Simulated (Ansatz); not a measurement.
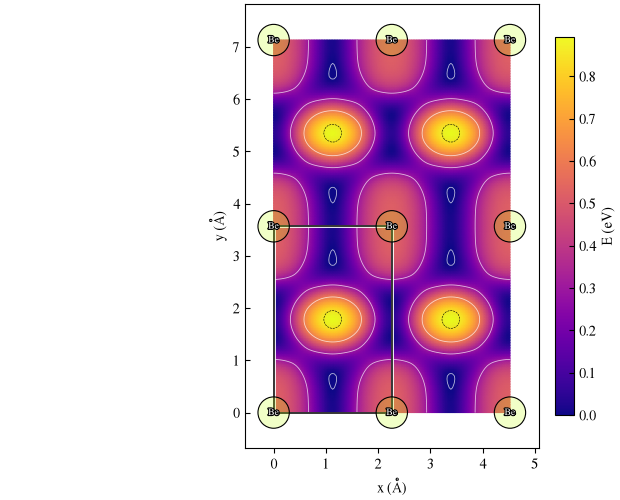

H on a Be(100) slab cut from the P6_3/mmc phase, its upper half relaxed before the scan (24 atoms of substrate and one adsorbate in a 2 × 2 cell). H is moved over the surface cell; relaxed at each place: the height of the adsorbate's atoms; substrate rigid; the origin of the map has the adsorbate above Be21. Places are given modulo a cell vector. The map is drawn in real space over the plane of the surface. Grid: 6 × 8 points; 20 points were computed and 28 follow by symmetry. Places are given in fractions of the 1 × 1 surface cell. Energies are in eV, from the lowest grid point. Level of theory: DFT PBE, scalar-relativistic, plane waves, PAW (Ansatz 0.2.0). Settings: cutoff 420 eV, k-mesh 6×4×1, gaussian smearing 0.1 eV, no spin polarisation.

The picture shows a smooth colour map with a few white contour lines, labelled circles for the atoms of the top layer and small ones for the second layer, the outline of one cell of the 2 × 2 shown. Between grid points the surface is interpolated.

The lowest grid point is at (3/6, 1/8) of the cell vectors [nearest 2 Be at 1.52 Å]; the map holds 2 wells of about this depth. The bottom of the well lies between grid points, at about (0.50, 0.17) of the cell vectors, about 0.011 eV lower on the interpolated surface. A higher local minimum lies near (0/6, 3/8) of the cell vectors [nearest 1 Be at 1.46 Å] (0.031 eV above the lowest at that grid point). The highest grid point, a fourfold hollow over a second-layer Be atom, (3/6, 4/8) of the cell vectors, lies 0.892 eV above the lowest. On the interpolated surface the easiest way out of the lowest well to a well of about the same depth near (3/6, 7/8) of the cell vectors [nearest 2 Be at 1.52 Å] passes a barrier of about 0.029 eV, counted from the interpolated bottom of the well. At the lowest point the adsorbate has 2 Be at 1.52 Å as nearest neighbours, at the highest 1 Be at 1.40 Å. Its relaxed height above the top atom is 0.92 Å at the lowest and 0.97 Å at the highest point.

H is replaced by F; all else is set up alike. The runs have no spin polarisation; a magnetic state may lie lower.

What will the new map look like?

The minimum (interpolated where it lies between grid points) moves from about (0.50, 0.17) of the cell vectors to a bridge site between two Be atoms, over a third-layer Be atom, (3/6, 0/8) of the cell vectors. The span from the lowest to the highest grid point grows from 0.892 to 1.314 eV. The easiest pass out of the lowest well goes from about 0.029 to about 0.43 eV on the interpolated surfaces. In the new map: at the lowest point the adsorbate has 2 Be at 1.67 Å as nearest neighbours, at the highest 1 Be at 1.64 Å. Its relaxed height above the top atom is 1.23 Å at the lowest and 1.20 Å at the highest point.

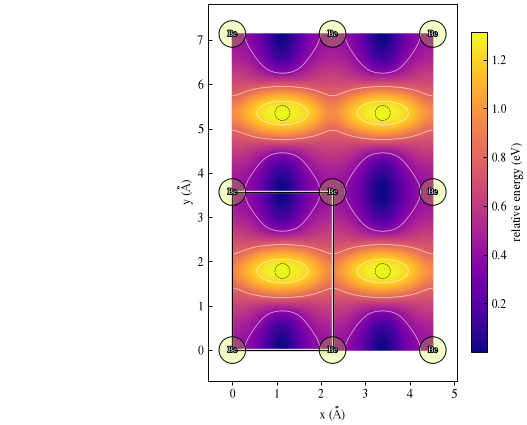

The map after the change, on a colour scale of its own. Drawn: a smooth colour map with a few white contour lines, labelled circles for the atoms of the top layer and small ones for the second layer, the outline of one cell of the 2 × 2 shown. Between grid points the surface is interpolated.
